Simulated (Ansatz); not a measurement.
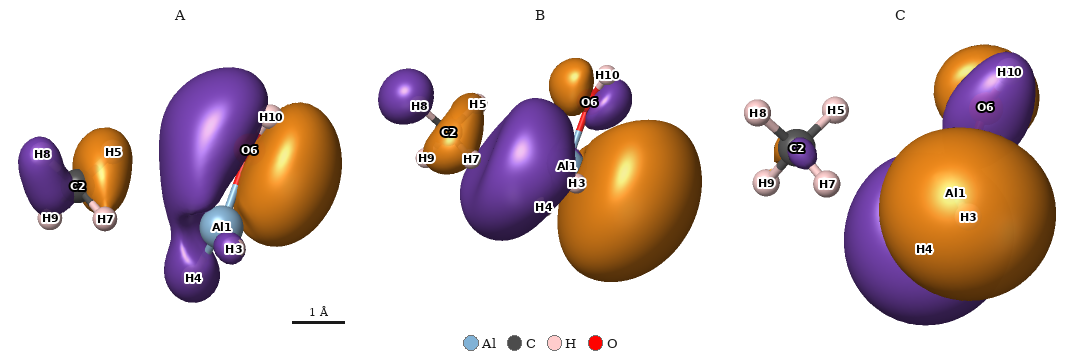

Figure 1: AlH₃O···CH₄. Three frontier orbitals at ±0.06 Å⁻³ᐟ² (orange and purple are the two phases), in no order.

The product side of a reaction path; geometry: PBE0-D4/def2-TZVP.

Theory: RKS PBE0-D4/def2-TZVPP in Ansatz.

The calculation's input:

```
crystal:
  periodic: [false, false, false]
  atoms:
    - {symbol: Al, position_ang: [-0.983593, 0.722866, -0.777639]}
    - {symbol: C, position_ang: [0.830920, -1.167553, 0.567084]}
    - {symbol: H, position_ang: [-0.162494, 0.730493, -2.134937]}
    - {symbol: H, position_ang: [-2.133851, -0.304751, -0.448357]}
    - {symbol: H, position_ang: [0.529364, -0.248537, 1.077122]}
    - {symbol: O, position_ang: [-0.772359, 1.994663, 0.333098]}
    - {symbol: H, position_ang: [0.815969, -1.054661, -0.522036]}
    - {symbol: H, position_ang: [1.856096, -1.396177, 0.857643]}
    - {symbol: H, position_ang: [0.166664, -1.979388, 0.856683]}
    - {symbol: H, position_ang: [-0.146815, 2.703046, 0.191240]}
basis:
  gaussian: {orbitals: def2-TZVPP}
hamiltonian: {xc: pbe0, dispersion: d4}
output: {orbitals: {seedname: orbitals}}
```

Command:

```sh
ansatz run in.yaml --threads 2 --pin off --events-out ev --progress --plain --max-ram 4352MiB
```

### Order the three orbitals by energy and name them.

A is the HOMO−1 (−9.07 eV). Its weight (Hirshfeld) is mainly on O6 (about 80 %); largely a lone pair of O6. C is the HOMO (−8.19 eV). It lies mainly on H3 (about 35 %), Al1 (about 30 %), H4 (about 25 %) and O6 (about 10 %). B is the LUMO (−0.38 eV). By Hirshfeld shares it lies mainly on Al1 (about 65 %) and H3 (about 5 %).

### What is the HOMO–LUMO gap?

7.81 eV between the orbital energies.
